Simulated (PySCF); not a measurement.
Molecule: Zn(GeH3)(OSiH3), SMILES [SiH3][O][Zn][GeH3], singlet. Atoms near the plane z = 1.5 Å, at the B3LYP/def2-SVP optimised geometry (x, y, z in Å): Zn1 (-0.5, 0.3, 0.0), Ge2 (-1.3, 2.6, 0.1), H4 (-2.3, 2.8, 1.3), H5 (-0.2, 3.6, 0.2), O6 (0.2, -1.3, 0.0), Si7 (0.8, -2.8, 0.0), H8 (2.3, -2.8, 0.0), H10 (0.3, -3.6, 1.2).

Calculation: PySCF 2.14.0 with B3LYP/def2-TZVP. The values are rescaled to run from 0 to 1.

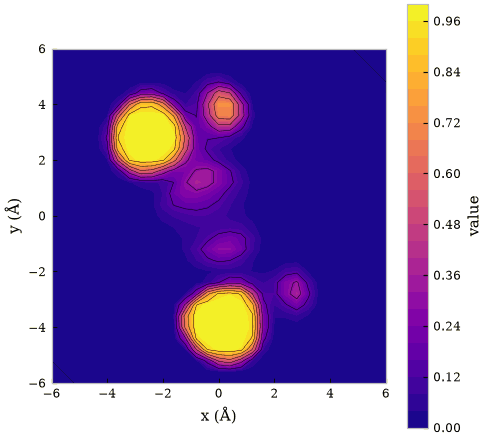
Figure. a field on the plane z = 1.5 Å.

Q: Which quantity is mapped?
(A) deformation density (molecule minus spherical neutral atoms)
(B) electron localisation function
(C) Laplacian of the electron density
(D) electrostatic potential

A: B, electron localisation function
